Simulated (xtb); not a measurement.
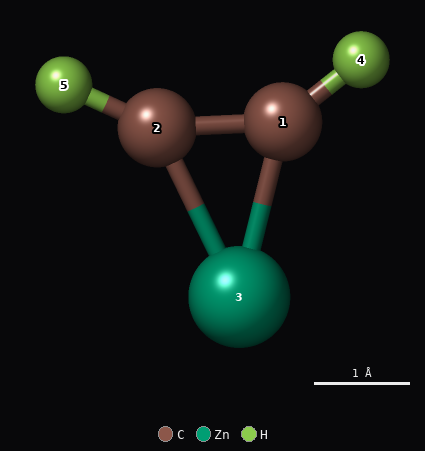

**Figure 1.** The starting structure (ball-and-stick view, seen on its broad side; atoms are numbered from 1 in the order of the input). Sticks mark near contacts.

**Geometry relaxation, with input and output: C2H2Zn (part 1 of 5)**

System: C2H2Zn, SMILES [CH]1=[CH][Zn]1.
Method: GFN2-xTB (xtb 6.7.1).

The geometry: force field.

**Input (geom.xyz)**
```
5

C     -0.506200    -0.408200    -0.186700
C      0.361100     0.564400     0.033900
Zn     0.909400    -1.165300     0.831400
H     -1.430600    -0.646100    -0.634600
H      0.716100     1.581500    -0.085500
```

**File xtb.inp**
```
$chrg 0
$spin 0
$end
```

Hardware: 1 thread of Arm Neoverse V1, 24 GiB of memory available, shared host.

Run as:
```bash
xtb geom.xyz --json -I xtb.inp --ohess --gfn 2 -P 1 > out.txt
```

**Log**
```
* xtb version 6.7.1
   ID    Z sym.   atoms
    1    6 C      1, 2
    2   30 Zn     3
    3    1 H      4, 5

           -------------------------------------------------
          |                Calculation Setup                |
           -------------------------------------------------

          program call               : xtb geom.xyz --json -I xtb.inp --ohess --gfn 2 -P 1
          coordinate file            : geom.xyz
          omp threads                :                     1

           -------------------------------------------------
          |                 G F N 2 - x T B                 |
           -------------------------------------------------

      * Hamiltonian:
        H0-scaling (s, p, d)           1.850000    2.230000    2.230000
        zeta-weighting                 0.500000
      * Dispersion:
        s8                             2.700000
        a1                             0.520000
        a2                             5.000000
        s9                             5.000000
      * Repulsion:
        kExp                           1.500000    1.000000
        rExp                           1.000000
      * Coulomb:
        alpha                          2.000000
        third order                    shell-resolved
        anisotropic                    true
        a3                             3.000000
        a5                             4.000000
        cn-shift                       1.200000
        cn-exp                         4.000000
        max-rad                        5.000000

          ...................................................
          :                      SETUP                      :
          :.................................................:
          :  # basis functions                  14          :
          :  # atomic orbitals                  14          :
          :  # shells                            8          :
          :  # electrons                        12          :
          :  max. iterations                   250          :
          :  Hamiltonian                  GFN2-xTB          :
          :  restarted?                      false          :
          :  GBSA solvation                  false          :
          :  PC potential                    false          :
          :  electronic temp.          300.0000000     K    :
          :  accuracy                    1.0000000          :
          :  -> integral cutoff          0.2500000E+02      :
          :  -> integral neglect         0.1000000E-07      :
          :  -> SCF convergence          0.1000000E-05 Eh   :
          :  -> wf. convergence          0.1000000E-03 e    :
          :  Broyden damping             0.4000000          :
          :  net charge                          0          :
          :  unpaired electrons                  0          :
          ...................................................

 iter      E             dE          RMSdq      gap      omega  full diag
   1     -5.5175326 -0.551753E+01  0.147E+01    1.48       0.0  T
   2     -4.8285269  0.689006E+00  0.118E+01    1.71       1.0  T
   3     -5.5831918 -0.754665E+00  0.922E+00    1.65       1.0  T
   4     -5.6396406 -0.564488E-01  0.631E+00    1.24       1.0  T
   5     -5.6672261 -0.275855E-01  0.593E+00    1.07       1.0  T
   6     -5.6448044  0.224217E-01  0.665E+00    1.47       1.0  T
   7     -5.1124160  0.532388E+00  0.149E+01    0.88       1.0  T
   8     -5.1872772 -0.748612E-01  0.132E+01    0.68       1.0  T
   9     -5.1081202  0.791570E-01  0.140E+01    0.94       1.0  T
  10     -5.6891309 -0.581011E+00  0.444E+00    0.57       1.0  T
  11     -5.7240640 -0.349330E-01  0.316E+00    0.19       1.0  T
  12     -5.7135109  0.105530E-01  0.336E+00    0.25       1.0  T
  13     -5.7091254  0.438547E-02  0.364E+00    0.28       1.0  T
  14     -5.6984110  0.107145E-01  0.431E+00    0.39       1.0  T
  15     -5.6963669  0.204412E-02  0.452E+00    0.42       1.0  T
  16     -5.6997634 -0.339656E-02  0.425E+00    0.37       1.0  T
  17     -5.6981494  0.161405E-02  0.435E+00    0.39       1.0  T
  18     -5.7066708 -0.852146E-02  0.384E+00    0.28       1.0  T
  19     -5.7375920 -0.309212E-01  0.166E+00    0.09       1.0  T
  20     -5.6805438  0.570482E-01  0.553E+00    0.52       1.0  T
  21     -5.6116951  0.688487E-01  0.704E+00    0.08       1.0  T
  22     -5.6868512 -0.751562E-01  0.506E+00    0.48       1.0  T
  23     -5.7411972 -0.543460E-01  0.105E+00    0.10       1.0  T
  24     -5.6993087  0.418886E-01  0.430E+00    0.23       1.0  T
  25     -5.6108038  0.885049E-01  0.698E+00    0.08       1.0  T
  26     -5.6999828 -0.891790E-01  0.427E+00    0.27       1.0  T
  27     -5.7393510 -0.393682E-01  0.136E+00    0.08       1.0  T
  28     -5.7040193  0.353317E-01  0.407E+00    0.20       1.0  T
  29     -5.7100782 -0.605884E-02  0.357E+00    0.06       1.0  T
  30     -5.7217121 -0.116339E-01  0.295E+00    0.15       1.0  T
  31     -5.7424828 -0.207707E-01  0.433E-01    0.08       1.0  T
  32     -5.7386191  0.386370E-02  0.130E+00    0.10       1.0  T
  33     -5.7421857 -0.356660E-02  0.541E-01    0.07       1.0  T
  34     -5.7427014 -0.515747E-03  0.290E-01    0.08       1.0  T
  35     -5.7428254 -0.123994E-03  0.140E-01    0.08       1.0  T
  36     -5.7427750  0.503955E-04  0.224E-01    0.08       1.0  T
  37     -5.7428663 -0.913122E-04  0.101E-01    0.08       1.0  T
  38     -5.7428831 -0.167993E-04  0.414E-02    0.08       1.1  T
  39     -5.7428814  0.173700E-05  0.479E-02    0.08       1.0  T
  40     -5.7428855 -0.415098E-05  0.803E-03    0.08       5.6  T
  41     -5.7428856 -0.319681E-07  0.416E-03    0.08      10.7  T
  42     -5.7428856 -0.320500E-07  0.234E-03    0.08      19.1  T
  43     -5.7428856  0.350592E-08  0.295E-03    0.08      15.2  T
  44     -5.7428856 -0.187918E-07  0.563E-04    0.08      79.5  T
  45     -5.7428856 -0.396600E-09  0.413E-04    0.08     108.3  T

   *** convergence criteria satisfied after 45 iterations ***

         #    Occupation            Energy/Eh            Energy/eV
      -------------------------------------------------------------
         1        2.0000           -0.5931428             -16.1402
         2        2.0000           -0.5304189             -14.4334
         3        2.0000           -0.4864721             -13.2376
         4        2.0000           -0.4262952             -11.6001
         5        2.0000           -0.4063141             -11.0564
         6        1.6410           -0.2714015              -7.3852 (HOMO)
         7        0.3590           -0.2685137              -7.3066 (LUMO)
         8                         -0.1971616              -5.3650
         9                         -0.0317693              -0.8645
        10                          0.0253412               0.6896
        11                          0.1339346               3.6445
       ...                                ...                  ...
        14                          0.7810994              21.2548
      -------------------------------------------------------------
                  HL-Gap            0.0028878 Eh            0.0786 eV
             Fermi-level           -0.2699576 Eh           -7.3459 eV

 SCC (total)                   0 d,  0 h,  0 min,  0.004 sec
 SCC setup                      ...        0 min,  0.000 sec (  1.277%)
 Dispersion                     ...        0 min,  0.000 sec (  0.511%)
 classical contributions        ...        0 min,  0.000 sec (  0.130%)
 integral evaluation            ...        0 min,  0.000 sec (  4.388%)
 iterations                     ...        0 min,  0.003 sec ( 84.761%)
 molecular gradient             ...        0 min,  0.000 sec (  7.462%)
 printout                       ...        0 min,  0.000 sec (  1.151%)

         :::::::::::::::::::::::::::::::::::::::::::::::::::::
         ::                     SUMMARY                     ::
         :::::::::::::::::::::::::::::::::::::::::::::::::::::
         :: total energy              -5.640133158722 Eh    ::
         :: gradient norm              0.173228202571 Eh/a0 ::
         :: HOMO-LUMO gap              0.078580094746 eV    ::
         ::.................................................::
         :: SCC energy                -5.742885544431 Eh    ::
         :: -> isotropic ES            0.012593679093 Eh    ::
         :: -> anisotropic ES         -0.001996485642 Eh    ::
         :: -> anisotropic XC          0.008201469351 Eh    ::
         :: -> dispersion             -0.001904021803 Eh    ::
         :: repulsion energy           0.102752385709 Eh    ::
         :: add. restraining           0.000000000000 Eh    ::
         :: total charge               0.000000000000 e     ::
         :::::::::::::::::::::::::::::::::::::::::::::::::::::

      -----------------------------------------------------------
     |                   =====================                   |
     |                        A N C O P T                        |
     |                   =====================                   |
     |               Approximate Normal Coordinate               |
     |                Rational Function Optimizer                |
      -----------------------------------------------------------

          ...................................................
          :                      SETUP                      :
          :.................................................:
          :   optimization level            normal          :
          :   max. optcycles                   200          :
          :   ANC micro-cycles                  20          :
          :   degrees of freedom                 9          :
          :.................................................:
          :   RF solver                   davidson          :
          :   write xtbopt.log                true          :
          :   linear?                        false          :
          :   energy convergence         0.5000000E-05 Eh   :
          :   grad. convergence          0.1000000E-02 Eh/α :
          :   maximum RF displ.          1.0000000          :
          :   Hlow (freq-cutoff)         0.1000000E-01      :
          :   Hmax (freq-cutoff)         5.0000000          :
          :   S6 in model hess.         20.0000000          :
          ...................................................

generating ANC from exact Hessian ...
Using Lindh-Hessian (1995)
 Shifting diagonal of input Hessian by    3.0153730493953680E-003
 Lowest  eigenvalues of input Hessian
    0.000000    0.000000    0.000000    0.000000    0.000000    0.000000
    0.010000    0.042169    0.106317    0.143166    0.395643    0.549612
    0.709421    1.167057    1.981165
 Highest eigenvalues
    0.143166    0.395643    0.549612    0.709421    1.167057    1.981165

........................................................................
.............................. CYCLE    1 ..............................
........................................................................

 iter      E             dE          RMSdq      gap      omega  full diag
   1     -5.7428856 -0.574289E+01  0.525E-04    0.08       0.0  T
   2     -5.7428852  0.457981E-06  0.133E-02    0.08       3.4  T
   3     -5.7428856 -0.458128E-06  0.462E-04    0.08      96.7  T
   4     -5.7428856 -0.466358E-09  0.185E-04    0.08     241.4  T
     SCC iter.                  ...        0 min,  0.000 sec
     gradient                   ...        0 min,  0.000 sec
 * total energy  :    -5.6401332 Eh     change       -0.3009006E-09 Eh
   gradient norm :     0.1732405 Eh/α   predicted     0.0000000E+00 (-100.00%)
   displ. norm   :     0.2939149 α      lambda       -0.3849110E-01
   maximum displ.:     0.2029680 α      in ANC's #3, #7, #4, ...

........................................................................
.............................. CYCLE    2 ..............................
........................................................................

 iter      E             dE          RMSdq      gap      omega  full diag
   1     -5.7729084 -0.577291E+01  0.320E+00    1.01       0.0  T
   2     -4.9540823  0.818826E+00  0.124E+01    1.12       1.0  T
   3     -5.7834597 -0.829377E+00  0.237E+00    0.88       1.0  T
   4     -5.7816488  0.181091E-02  0.247E+00    0.71       1.0  T
   5     -5.7944469 -0.127981E-01  0.160E+00    0.64       1.0  T
   6     -5.7936716  0.775272E-03  0.168E+00    0.65       1.0  T
   7     -5.4047754  0.388896E+00  0.962E+00    0.36       1.0  T
   8     -5.8012508 -0.396475E+00  0.601E-01    0.49       1.0  T
   9     -5.8019957 -0.744987E-03  0.279E-01    0.43       1.0  T
  10     -5.8014540  0.541702E-03  0.472E-01    0.42       1.0  T
  11     -5.8020403 -0.586234E-03  0.261E-01    0.43       1.0  T
  12     -5.8021016 -0.613045E-04  0.227E-01    0.43       1.0  T
  13     -5.8022323 -0.130729E-03  0.119E-01    0.44       1.0  T
  14     -5.8022574 -0.250688E-04  0.791E-02    0.44       1.0  T
  15     -5.8022782 -0.208568E-04  0.163E-02    0.44       2.7  T
  16     -5.8022791 -0.817411E-06  0.322E-03    0.45      13.9  T
  17     -5.8022791 -0.207060E-07  0.235E-03    0.45      19.0  T
  18     -5.8022791 -0.184053E-07  0.266E-04    0.45     168.2  T
  19     -5.8022791 -0.167256E-09  0.792E-05    0.45     564.5  T
     SCC iter.                  ...        0 min,  0.001 sec
     gradient                   ...        0 min,  0.000 sec
 * total energy  :    -5.6744938 Eh     change       -0.3436065E-01 Eh
   gradient norm :     0.1136044 Eh/α   predicted    -0.2090810E-01 ( -39.15%)
   displ. norm   :     0.6533184 α      lambda       -0.6645752E-01
   maximum displ.:     0.4340840 α      in ANC's #7, #4, #3, ...

........................................................................
.............................. CYCLE    3 ..............................
........................................................................

 iter      E             dE          RMSdq      gap      omega  full diag
   1     -5.8935318 -0.589353E+01  0.296E+00    2.60       0.0  T
   2     -5.8897195  0.381235E-02  0.281E+00    1.62       1.0  T
   3     -5.9031899 -0.134704E-01  0.127E+00    2.00       1.0  T
   4     -5.9038499 -0.659916E-03  0.370E-01    1.78       1.0  T
   5     -5.9043418 -0.491943E-03  0.103E-01    1.83       1.0  T
   6     -5.9043518 -0.997891E-05  0.510E-02    1.86       1.0  T
   7     -5.9043574 -0.559209E-05  0.879E-03    1.84       5.1  T
   8     -5.9043575 -0.165389E-06  0.124E-03    1.84      36.0  T
   9     -5.9043575 -0.508277E-09  0.841E-04    1.84      53.1  T
  10     -5.9043575 -0.102231E-08  0.749E-05    1.84     597.4  T
     SCC iter.                  ...        0 min,  0.001 sec
     gradient                   ...        0 min,  0.000 sec
 * total energy  :    -5.7012977 Eh     change       -0.2680389E-01 Eh
   gradient norm :     0.2771829 Eh/α   predicted    -0.4741162E-01 (  76.88%)
   displ. norm   :     0.2260812 α      lambda       -0.3140323E-01
   maximum displ.:     0.1475736 α      in ANC's #4, #5, #9, ...

........................................................................
.............................. CYCLE    4 ..............................
........................................................................

 iter      E             dE          RMSdq      gap      omega  full diag
   1     -5.8716656 -0.587167E+01  0.122E+00    1.71       0.0  T
   2     -5.8713991  0.266529E-03  0.112E+00    2.11       1.0  T
   3     -5.8732945 -0.189544E-02  0.570E-01    1.88       1.0  T
   4     -5.8726017  0.692852E-03  0.413E-01    1.84       1.0  T
   5     -5.8734480 -0.846346E-03  0.783E-02    1.86       1.0  T
   6     -5.8734667 -0.186618E-04  0.214E-02    1.88       2.1  T
   7     -5.8734673 -0.686850E-06  0.366E-03    1.88      12.2  T
   8     -5.8734674 -0.185238E-07  0.679E-04    1.88      65.9  T
   9     -5.8734674 -0.164072E-09  0.271E-04    1.88     165.2  T
     SCC iter.                  ...        0 min,  0.000 sec
     gradient                   ...        0 min,  0.000 sec
 * total energy  :    -5.7217552 Eh     change       -0.2045754E-01 Eh
   gradient norm :     0.0684482 Eh/α   predicted    -0.1650417E-01 ( -19.32%)
   displ. norm   :     0.3781135 α      lambda       -0.1542143E-01
   maximum displ.:     0.2755485 α      in ANC's #4, #7, #6, ...
```
